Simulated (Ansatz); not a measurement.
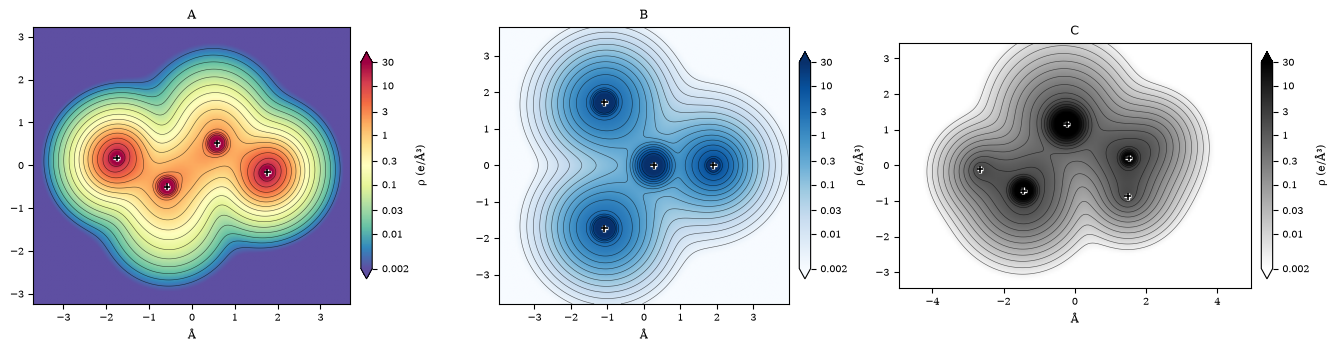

The electron density of 3 systems, each on a plane through atoms (crosses mark nuclei in the plane).

Theory: Ansatz, isolated molecule in a Gaussian basis; Kohn-Sham density functional theory, functional PBE0.

System 1: CH4GeS (SMILES [CH3][Ge]#[SH]), the plane of atoms Ge2, S3 and H7. Geometry: r2SCAN-D4/def2-SVP.

```yaml
atoms:
  - { symbol: C, position_ang: [-0.5321, 2.1565, -0.1845] }
  - { symbol: Ge, position_ang: [-1.2767, 0.3264, -0.4744] }
  - { symbol: S, position_ang: [0.0405, -0.1153, -2.2270] }
  - { symbol: H, position_ang: [-1.3530, 2.8536, 0.0536] }
  - { symbol: H, position_ang: [0.1081, 2.1105, 0.7160] }
  - { symbol: H, position_ang: [0.0649, 2.5629, -1.0147] }
  - { symbol: H, position_ang: [-0.4028, -1.3754, -2.4442] }
```

System 2: AlCl2O (SMILES [O-][Al]([Cl])[Cl]) (charge −1), the molecular plane. Geometry: B3LYP-D3(BJ)/def2-SVPD.

```xyz
4

Al    0.1967   -0.5331    0.1551
Cl   -0.9068   -2.4150    0.3839
Cl   -1.0733    0.6723   -1.1661
O     1.6389   -0.1220    0.8189
```

System 3: C2HF5 (SMILES FC(F)C(F)(F)F), the plane of atoms C2, C1 and F4. Geometry: PBE-D3(BJ)/def2-SVP.

```yaml
atoms:
  - { symbol: C, position_ang: [-3.0709, -0.6283, -0.2532] }
  - { symbol: C, position_ang: [-1.5982, -0.5888, -0.7122] }
  - { symbol: F, position_ang: [-3.8309, -1.1333, -1.2553] }
  - { symbol: F, position_ang: [-3.1715, -1.4295, 0.8353] }
  - { symbol: F, position_ang: [-0.8316, -0.0860, 0.2748] }
  - { symbol: F, position_ang: [-1.4837, 0.2087, -1.7919] }
  - { symbol: F, position_ang: [-1.1516, -1.8133, -1.0277] }
  - { symbol: H, position_ang: [-3.4205, 0.3985, 0.0026] }
```

Question: Match each panel to its system.

Answer: Panel A is system 3, C2HF5: the plane holds C and F. C–F (1.36 Å): ρ at the midpoint is about 2.2 e/Å³, with its minimum of 1.8 e/Å³ about 0.5 Å from C. Panel B is system 2, AlCl2O: the plane holds Al, Cl and O. Al–O (1.64 Å): ρ is about 1 e/Å³ halfway. Panel C is system 1, CH4GeS: the plane holds C, Ge, S and H. C–Ge (2.00 Å): ρ at the midpoint is about 0.82 e/Å³.
